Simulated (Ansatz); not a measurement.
# Ga3SiNi4: where the electrons are

For Ga3SiNi4 at its listed geometry, this session asks how the density differs from that of free atoms, which states sit where, how the functional moves the density and how compression changes the bonding charge.

Computed with Ansatz 0.2.0 (DFT PBEsol, scalar-relativistic, plane waves, PAW, unless a step's input says otherwise).

**1. The structure to begin with**

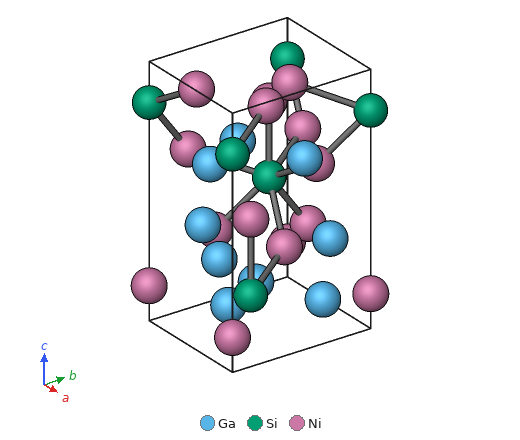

Start, viewed slightly off an axis; gallium blue, silicon teal, nickel pink. The cell drawn here is the conventional one.

Coordinates:

```
Ga Si Ni
1.0
     3.28569    1.89699    2.61883
    -3.28569    1.89699    2.61883
     0.00000   -3.79398    2.61883
Ga Si Ni
3 1 4
Direct
  0.15745 0.65308 0.34267
  0.65308 0.34267 0.15745
  0.34267 0.15745 0.65308
  0.84146 0.84146 0.84146
  0.13454 0.13454 0.13454
  0.85725 0.35991 0.65363
  0.35991 0.65363 0.85725
  0.65363 0.85725 0.35991
```

The structure comes from the Materials Project (structure only).

**2. Self-consistent density**

input.yaml

```yaml
crystal:
  lattice:
    - [3.2856870269, 1.8969922895, 2.6188306519]
    - [-3.2856870269, 1.8969922895, 2.6188306519]
    - [0.0, -3.7939845789, 2.6188306519]
  atoms:
    - { symbol: Ga, position: [0.157454, 0.653079, 0.342674] }
    - { symbol: Ga, position: [0.653079, 0.342674, 0.157454] }
    - { symbol: Ga, position: [0.342674, 0.157454, 0.653079] }
    - { symbol: Si, position: [0.841461, 0.841461, 0.841461] }
    - { symbol: Ni, position: [0.134544, 0.134544, 0.134544] }
    - { symbol: Ni, position: [0.857254, 0.359906, 0.653628] }
    - { symbol: Ni, position: [0.359906, 0.653628, 0.857254] }
    - { symbol: Ni, position: [0.653628, 0.857254, 0.359906] }
basis:
  ecutwfc: 420
  fft_grid_basis: typed
kpoints:
  mp_grid: { grid: [9, 9, 9] }
hamiltonian:
  xc: pbesol
  pseudopotentials: { kind: paw }
scf:
  occupations: { method: gaussian, width: 0.05 }
output:
  forces: true
  stress: true
  eigenvalues: true
  bader: true
  write_density: true
  volumetric_format: npy
  elf: true
```

On the command line:

```sh
$ ansatz run input.yaml --threads 2 --pin off --max-ram 4096MiB --backend cpu --events-out ev --progress --plain --runs-dir out
```

Output (excerpt; [...] marks lines left out):

```text
Warning: RAYON_NUM_THREADS=2 ignored (pool sized by the plan → 2); use --threads N
[...]
Pseudopotentials: kind: paw
Pseudopotential: Ga, paw, valence charge 13, recommended cutoff 420 eV (normal), Ga.paw.azcp
Pseudopotential: Si, paw, valence charge 4, recommended cutoff 420 eV (normal), Si.paw.azcp
Pseudopotential: Ni, paw, valence charge 18, recommended cutoff 420 eV (normal), Ni.paw.azcp
Functional definition: PBEsol
[...]
Crystal: 8 atoms, lattice volume = 97.938 Å³
Basis set: ecut = 420 eV, 1905 PW (Γ), exchange–correlation on 64×64×64 points (8 copies of the dense FFT grid, shifted against one another)
Bands: 69, of which v1, the nominal top of the filled ones, is band 58 counted from 1 (57 counted from 0)
Symmetry: 3 space group operations
Space group: R3 (ITA 146), of the structure as read, at distance tolerance 4.6e-5 Å
k-points: 125 of 729 (time reversal used)
[...]
SCF iter   1: F=—  HF=-35074.983849 eV  |F-HF|=—  |Δ(HF+E_count)|=         —  Δρ=2.10e-2  dr2=2.65e-1  ethr=1.77e-3  ⟨swp⟩=5.9  Hψ=31080  notcnv=0  defer=9
[...]
SCF iter   8: F=-35074.947112 eV  HF=-35074.947112 eV  |F-HF|=4.61e-8  |Δ(HF+E_count)|=   4.49e-8  Δρ=9.63e-6  dr2=5.87e-8  ethr=8.70e-11  ⟨swp⟩=8.6  Hψ=40022  notcnv=0
[...]
SCF converged after 8 iterations
Free energy (F): -35074.947112 eV
[...]
E sigma→0 (E₀):  -35074.945487 eV
Entropy (-TS):   -0.003250 eV (-0.406 meV/atom)
Fermi energy:    15.800509 eV
[...]
--- Forces (eV/Å), atoms counted from 1 ---
  atom   1  Ga     0.05734183     0.03132142    -0.00136272
  atom   2  Ga    -0.00154577    -0.06532020    -0.00136272
  atom   3  Ga    -0.05579607     0.03399877    -0.00136272
  atom   4  Si    -0.00000000    -0.00000000    -0.03405166
  atom   5  Ni     0.00000000    -0.00000000    -0.16782212
  atom   6  Ni    -0.01603221     0.04191722     0.06864917
  atom   7  Ni     0.04431748    -0.00707431     0.06864917
  atom   8  Ni    -0.02828528    -0.03484291     0.06864917
[...]
--- Stress (GPa, compression-positive) ---
       -5.410108      -0.000000      -0.000000
        0.000000      -5.410108      -0.000000
       -0.000000      -0.000000      -5.419375
  P = ⅓ Tr σ = -5.4132 GPa (-54.132 kbar)
--- Band table (eV; the first three rows and the last of 125) ---
[...]
--- Bader charges: 8 sites ---
  site symbol  charge [e]  shift [e]
     0     Ga      0.3308     0.0014
     1     Ga      0.3308     0.0014
     2     Ga      0.3308     0.0014
     3     Si      0.2919     0.0061
     4     Ni     -0.3494     0.0023
     5     Ni     -0.3116     0.0027
     6     Ni     -0.3116     0.0027
     7     Ni     -0.3116     0.0027
  estimated error of the sums over rays = 5.8e-4 e
```

It took 3 min on 2 threads of Arm Neoverse N1, shared host; peak memory 0.82 GiB.

**3. Density, ELF and deformation density**

The maps below are laid out on this run's own conventional cell (a, b, c = 6.571, 6.571, 7.856 Å).

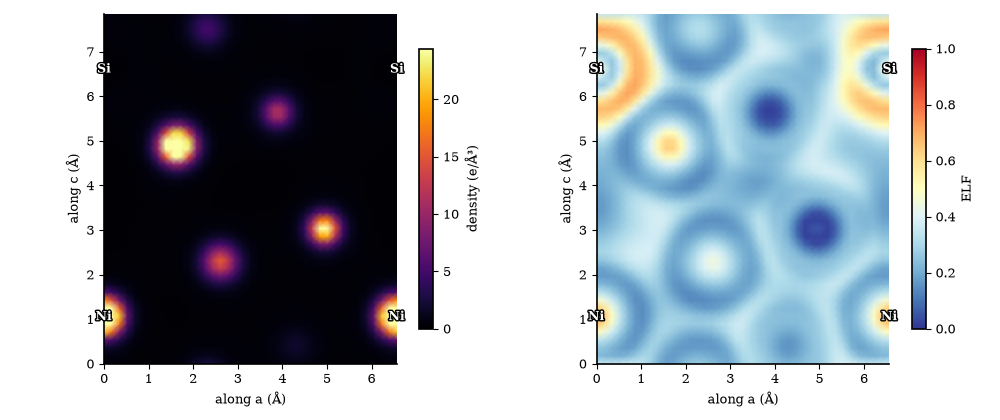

Density (left) and ELF (right) in a lattice plane of the grid's cell (edges 6.57 and 7.86 Å, at 0.000 of the third edge), which holds Si and Ni. Only atoms in the plane are labelled; the density scale stops at 24.42 e/Å³. Both are smooth fields of the valence electrons: close to the nuclei they are not physical.

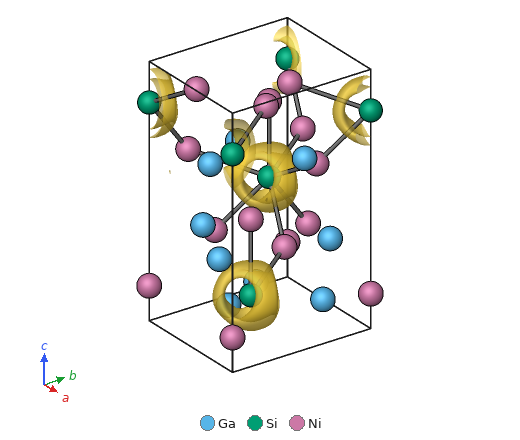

Surface of ELF = 0.64, drawn in one cell.

Outside the cores ELF peaks at 0.72 on the Si–Ni line, 0.9 Å from Si; 0.70 beside Si, off the lines to its neighbours, 0.9 Å from Si.

The reference for the deformation density is the superposition of neutral spherical atoms (taken from a run stopped after its first cycle, not shown).

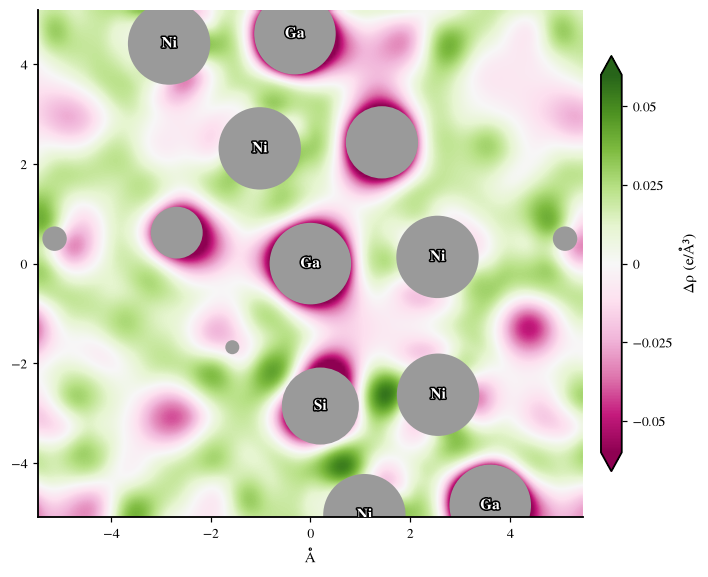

Deformation density (self-consistent density less superposed neutral spherical atoms): a map on the (111) plane of the conventional cell, with grey discs over the atomic cores.

*Where does charge go when the atoms form this crystal?*

Ni–Si (2.30 Å): Δρ is +0.06 e/Å³ at the midpoint. Ga–Ni (2.42 Å): Δρ is +0.03 e/Å³ at the midpoint. Ni–Si (2.37 Å): Δρ is +0.05 e/Å³ at the midpoint. Outside the cores the largest gain is 0.07 e/Å³, 1.1 Å from a Ni nucleus, and the largest loss 0.1 e/Å³, at the edge of the Si core regions. The rearranged charge, half the integral of |Δρ|, is about 0.14 e an atom. Bader charges: Ga +0.33, Si +0.29 and Ni −0.32 e.

**4. Energy-resolved densities and projections**

The windows are set from the levels of the base run, in eV from its Fermi level.

input.yaml, as its differences from that of step 2:

```diff
@@ -24,9 +24,27 @@
   occupations: { method: gaussian, width: 0.05 }
+  n_extra_bands: 8
 output:
   forces: true
-  stress: true
+  stress: false
   eigenvalues: true
-  bader: true
-  write_density: true
+  bader: false
+  write_density: false
   volumetric_format: npy
-  elf: true
+  band_densities:
+    - { e_range: [-0.25, 0.25] }
+    - { e_range: [-1.2, 0.0] }
+    - { e_range: [0.0, 1.2] }
+    - { e_range: [-12.48, -8.31] }
+    - { e_range: [-8.31, -4.15] }
+    - { e_range: [-15.2, -14.8] }
+  dos:
+    e_range: [-30, 8]
+    de: 0.02
+    method: { smearing: { sigma: 0.03, scheme: gaussian } }
+    projected: { site_lists: { Ga: [Ga], Ni: [Ni], Si: [Si] } }
+checkpoint:
+  read: start.run
+  write: ck
+  compress: false
+  write_wavefunctions: false
+  write_every: 100000
```

On the command line:

```sh
$ ansatz run input.yaml --threads 2 --pin off --max-ram 4096MiB --backend cpu --events-out ev --progress --plain --runs-dir out
```

Output (excerpt; [...] marks lines left out):

```text
Warning: RAYON_NUM_THREADS=2 ignored (pool sized by the plan → 2); use --threads N
scf.n_extra_bands = 8 over 58 filled bands (N_el = 115.0): the run solves 66 bands
[...]
[... 5 set-up lines as earlier in the session ...]
[...]
Crystal: 8 atoms, lattice volume = 97.938 Å³
Basis set: ecut = 420 eV, 1905 PW (Γ), exchange–correlation on 64×64×64 points (8 copies of the dense FFT grid, shifted against one another)
Bands: 66, of which v1, the nominal top of the filled ones, is band 58 counted from 1 (57 counted from 0)
[... 2 set-up lines as earlier in the session ...]
[...]
  atom   3  Ga    -0.05580484     0.03399564    -0.00136328
  atom   4  Si    -0.00000000    -0.00000000    -0.03405661
  atom   5  Ni     0.00000000    -0.00000000    -0.16779383
  atom   6  Ni    -0.01602124     0.04193863     0.06864717
  atom   7  Ni     0.04433054    -0.00709452     0.06864717
  atom   8  Ni    -0.02830930    -0.03484411     0.06864717
[...]
--- Band table (eV; the first three rows and the last of 125) ---
[...]
--- Band densities, each state counted as filled ---
  window                                       electrons  max residual (eV)  cut levels
  e_range: [-0.25, 0.25]                        1.020576             1.0e-4           0
  e_range: [-1.2, 0]                            4.419753             8.2e-7           0
  e_range: [0, 1.2]                             3.264746             1.1e-4           0
  e_range: [-12.48, -8.31]                      4.019204             7.9e-7           0
  e_range: [-8.31, -4.15]                       9.333333             9.0e-7           0
  e_range: [-15.2, -14.8]                      30.000000             1.9e-6           0
```

Run time: 94 s. Hardware: 2 threads of Arm Neoverse N1, shared host; peak memory 0.8 GiB.

```csv
window (eV from the Fermi level),what it holds,electrons a cell,main Löwdin character
−15.20 to −14.80 eV,a separate group of bands (semicore or deep states),30.00,Ga 3d (over 95 %)
−12.5 to −8.3 eV,the lower third of the occupied valence band,4.02,"Ga 4s (30 %), Ga 4p (25 %) and Si 3s (20 %)"
−8.3 to −4.2 eV,the middle third of the occupied valence band,9.33,"Ni 3d (25 %), Ga 4p (25 %) and Ga 4s (20 %)"
−1.2 to 0.0 eV,the filled states just under the Fermi level,4.42,Ni 3d (75 %) and Ga 4p (15 %)
−0.25 to +0.25 eV,the states at the Fermi level,1.02,"Ni 3d (55 %), Ga 4p (25 %) and Si 3p (10 %)"
0.0 to +1.2 eV,the empty states just over the Fermi level,3.27,"Ni 3d (50 %), Ga 4p (25 %) and Si 3p (10 %)"
```

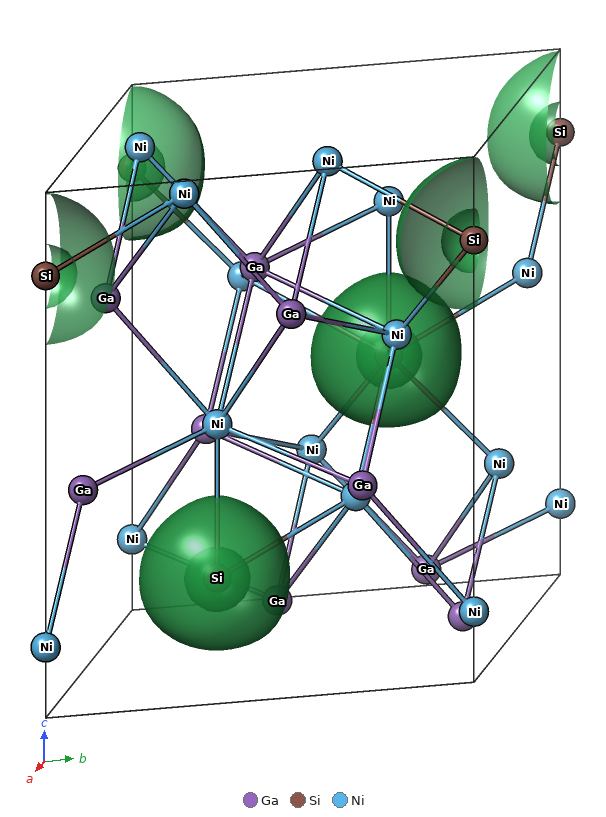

Density of the Kohn–Sham states from −12.5 to −8.3 eV about the Fermi level (the lower third of the occupied valence band), scaled to one electron a cell: green surface at 0.02 1/Å³, in the conventional cell seen slightly off an axis.

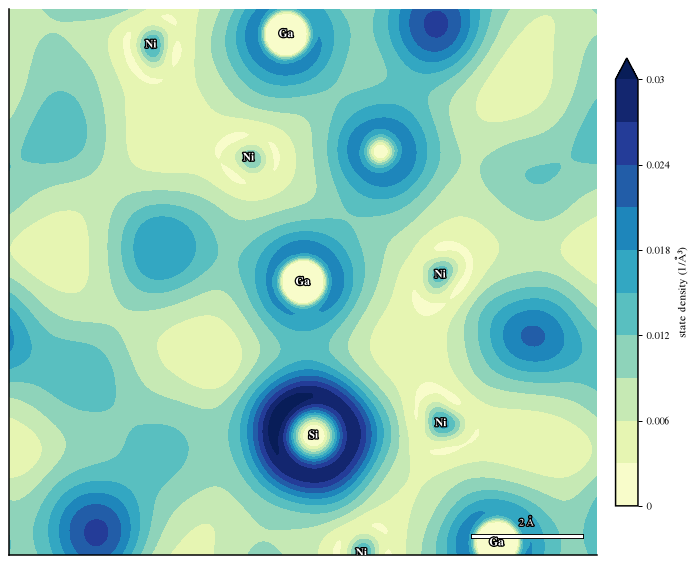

Second picture: a map on the (111) plane of the conventional cell.

*Describe these states.*

Projected on a minimal set of atomic orbitals (Löwdin), they are Ga 4s (30 %), Ga 4p (25 %) and Si 3s (20 %).
In space (atomic cells sized by Bader volumes) the density divides as Ga about 40 %, Ni about 35 % and Si about 25 %.

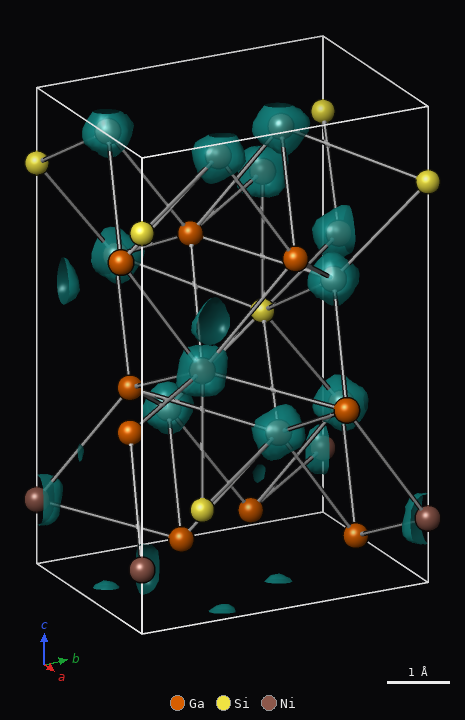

Density of the Kohn–Sham states from −1.2 to 0.0 eV about the Fermi level (the filled states just under the Fermi level), scaled to one electron a cell: teal surface at 0.15 1/Å³, in the conventional cell seen slightly off an axis.

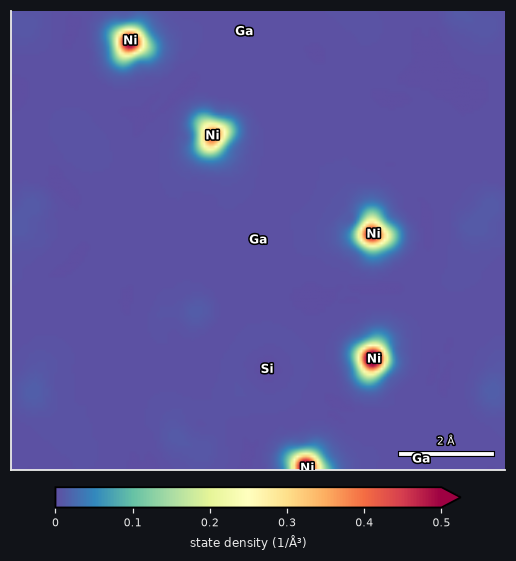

Also shown: a map on the (111) plane of the conventional cell.

*Describe these states.*

Löwdin projections on the PAW files' atomic orbitals give Ni 3d (75 %) and Ga 4p (15 %).
In space (atomic cells sized by Bader volumes) the density divides as Ni about 85 %, Ga about 10 % and Si little.
The states are tightly held on the atoms.

**5. The same cell with LDA**

input.yaml, as its differences from that of step 2:

```diff
@@ -20,3 +20,3 @@
 hamiltonian:
-  xc: pbesol
+  xc: lda
   pseudopotentials: { kind: paw }
@@ -31,2 +31 @@
   volumetric_format: npy
-  elf: true
```

On the command line:

```sh
$ ansatz run input.yaml --threads 2 --pin off --max-ram 4096MiB --backend cpu --events-out ev --progress --plain --runs-dir out
```

Output (excerpt; [...] marks lines left out):

```text
Warning: RAYON_NUM_THREADS=2 ignored (pool sized by the plan → 2); use --threads N
[...]
[... 4 set-up lines as earlier in the session ...]
Functional definition: SPW92
[...]
Crystal: 8 atoms, lattice volume = 97.938 Å³
Basis set: ecut = 420 eV, 1905 PW (Γ)
Bands: 69, of which v1, the nominal top of the filled ones, is band 58 counted from 1 (57 counted from 0)
[... 2 set-up lines as earlier in the session ...]
k-points: 125 of 729 (time reversal used)
[...]
  atom   2  Ga     0.02926041    -0.08272559     0.01888469
  atom   3  Ga    -0.08627267     0.01602253     0.01888469
  atom   4  Si    -0.00000000    -0.00000000    -0.07880474
  atom   5  Ni    -0.00000000    -0.00000000    -0.24084968
  atom   6  Ni    -0.02033711     0.09064018     0.08766821
  atom   7  Ni     0.08866525    -0.02770764     0.08766821
  atom   8  Ni    -0.06832814    -0.06293254     0.08766821
[...]
--- Stress (GPa, compression-positive) ---
      -10.683641      -0.000000      -0.000000
        0.000000     -10.683641       0.000000
       -0.000000       0.000000     -10.679666
  P = ⅓ Tr σ = -10.6823 GPa (-106.823 kbar)
--- Band table (eV; the first three rows and the last of 125) ---
[...]
--- Bader charges: 8 sites ---
  site symbol  charge [e]  shift [e]
     0     Ga      0.3251     0.0012
     1     Ga      0.3251     0.0012
     2     Ga      0.3251     0.0012
     3     Si      0.3338     0.0050
     4     Ni     -0.3509     0.0019
     5     Ni     -0.3194     0.0022
     6     Ni     -0.3194     0.0022
     7     Ni     -0.3194     0.0022
  estimated error of the sums over rays = 5.9e-4 e
```

It took 2.7 min on 2 threads of Arm Neoverse N1, shared host; peak memory 0.8 GiB.

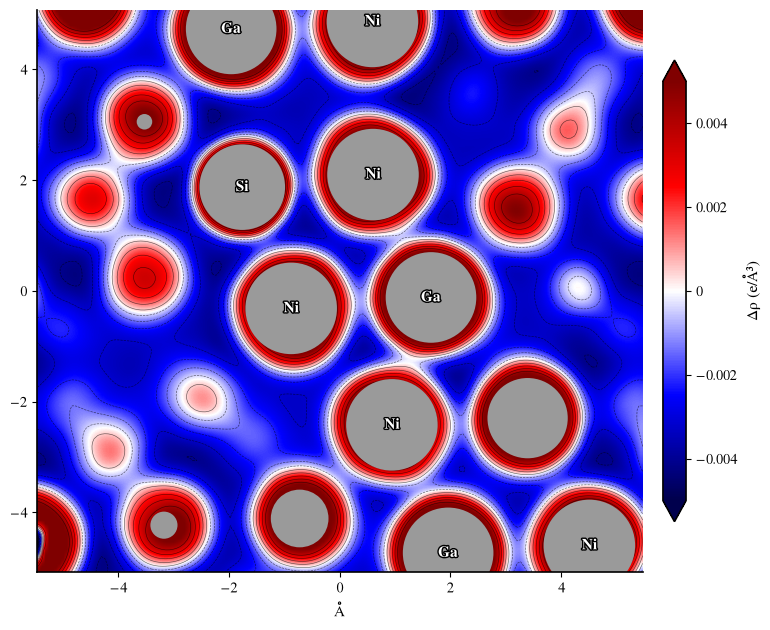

Ga3SiNi4: difference of two self-consistent densities at the same geometry, ρ(LDA) − ρ(PBEsol), on the (111) plane of the conventional cell. Grey discs cover the cores, where the PAW densities can't be compared.

Both runs: Ansatz, plane waves and PAW, same cutoff and k-points.

*How does the change of level move the electrons?*

LDA has more density at the edge of the Ga core regions (up to 0.006 e/Å³) and less 1.5 Å from a Ni nucleus (by 0.004 e/Å³).
Bader charges are Ga +0.33, Si +0.29 and Ni −0.32 e with PBEsol and Ga +0.33, Si +0.33 and Ni −0.33 e with LDA.

**6. The cell at 94 % of its volume**

Fractional coordinates and the k mesh are kept.

input.yaml, as its differences from that of step 2:

```diff
@@ -2,5 +2,5 @@
   lattice:
-    - [3.2856870269, 1.8969922895, 2.6188306519]
-    - [-3.2856870269, 1.8969922895, 2.6188306519]
-    - [0.0, -3.7939845789, 2.6188306519]
+    - [3.2186133691, 1.8582672951, 2.5653701277]
+    - [-3.2186133691, 1.8582672951, 2.5653701277]
+    - [0.0, -3.7165345902, 2.5653701277]
   atoms:
```

On the command line:

```sh
$ ansatz run input.yaml --threads 2 --pin off --max-ram 4096MiB --backend cpu --events-out ev --progress --plain --runs-dir out
```

Output (excerpt; [...] marks lines left out):

```text
Warning: RAYON_NUM_THREADS=2 ignored (pool sized by the plan → 2); use --threads N
[...]
[... 5 set-up lines as earlier in the session ...]
[...]
Crystal: 8 atoms, lattice volume = 92.062 Å³
Basis set: ecut = 420 eV, 1815 PW (Γ), exchange–correlation on 64×64×64 points (8 copies of the dense FFT grid, shifted against one another)
Bands: 69, of which v1, the nominal top of the filled ones, is band 58 counted from 1 (57 counted from 0)
[... 1 set-up line as earlier in the session ...]
Space group: R3 (ITA 146), of the structure as read, at distance tolerance 4.5e-5 Å
k-points: 125 of 729 (time reversal used)
[...]
  atom   2  Ga    -0.05245705    -0.06487350    -0.02744797
  atom   3  Ga    -0.02995358     0.07786588    -0.02744797
  atom   4  Si    -0.00000000    -0.00000000     0.02469324
  atom   5  Ni     0.00000000    -0.00000000     0.02596304
  atom   6  Ni     0.00228659    -0.04369830     0.01054938
  atom   7  Ni    -0.03898713     0.01986891     0.01054938
  atom   8  Ni     0.03670054     0.02382939     0.01054938
[...]
--- Stress (GPa, compression-positive) ---
        5.612037      -0.000000      -0.000000
        0.000000       5.612037       0.000000
       -0.000000       0.000000       5.826245
  P = ⅓ Tr σ = 5.6834 GPa (56.834 kbar)
--- Band table (eV; the first three rows and the last of 125) ---
[...]
--- Bader charges: 8 sites ---
  site symbol  charge [e]  shift [e]
     0     Ga      0.3545     0.0020
     1     Ga      0.3546     0.0020
     2     Ga      0.3545     0.0020
     3     Si      0.3917     0.0062
     4     Ni     -0.3952     0.0027
     5     Ni     -0.3534     0.0032
     6     Ni     -0.3534     0.0032
     7     Ni     -0.3534     0.0032
  estimated error of the sums over rays = 5.7e-4 e
```

Wall time 3.1 min (2 threads of Arm Neoverse N1, shared host); peak memory 0.79 GiB.

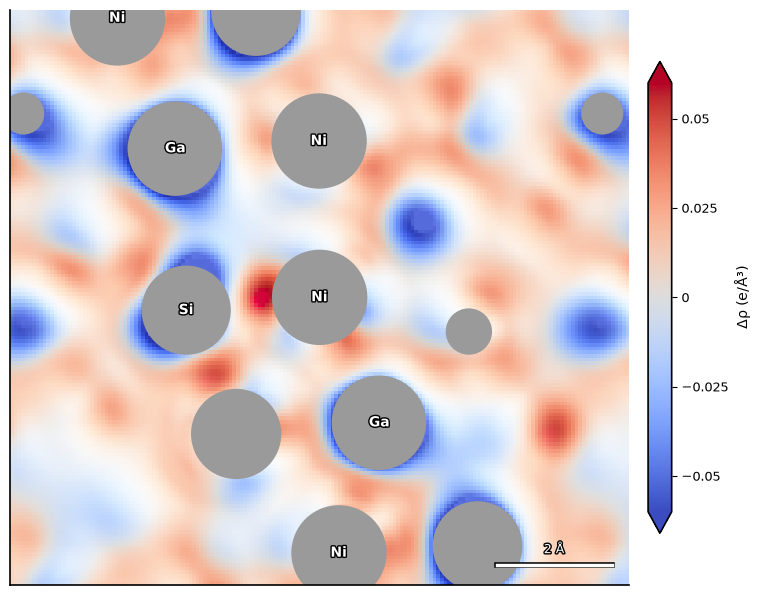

Deformation density (self-consistent density less superposed neutral spherical atoms): a map on the (111) plane of the conventional cell, with grey discs over the atomic cores.

*Read the map: where is density gained and where lost?*

Ni–Si (2.26 Å): Δρ is +0.07 e/Å³ at the midpoint. Ga–Ni (2.37 Å): Δρ is +0.03 e/Å³ at the midpoint. Ga–Si (2.81 Å): Δρ is about zero at the midpoint, so little bond charge builds up halfway. Outside the cores the largest gain is 0.08 e/Å³, 1.0 Å from a Ni nucleus, and the largest loss 0.09 e/Å³, at the edge of the Si core regions. The rearranged charge, half the integral of |Δρ|, is about 0.14 e an atom. Bader charges: Ga +0.35, Si +0.39 and Ni −0.36 e.

*Metal or insulator at this level?*

It is a metal at this level of theory.

**7. Summary of results**

| quantity | value |
| --- | --- |
| gap on the mesh | none (metal) |
| pressure | -5.4 GPa |
| Bader charges | Ga +0.33, Si +0.29, Ni -0.35 to -0.31 e |
| the states at the Fermi level | Ni 3d (55 %), Ga 4p (25 %) and Si 3p (10 %) |
| with LDA | gap none (metal), -10.7 GPa, 2.7 min against 3 min |
| at 94 % volume | 5.7 GPa, gap none (metal), Bader Ga +0.35, Si +0.39, Ni -0.40 to -0.35 e |

LDA has more density at the edge of the Ga core regions (up to 0.006 e/Å³) and less 1.5 Å from a Ni nucleus (by 0.004 e/Å³). Ni–Si goes from 2.30 to 2.26 Å with the volume, and the deformation density at its midpoint from +0.06 to +0.07 e/Å³. Spin polarisation is off in the runs that give these values; a magnetic solution could lie lower.
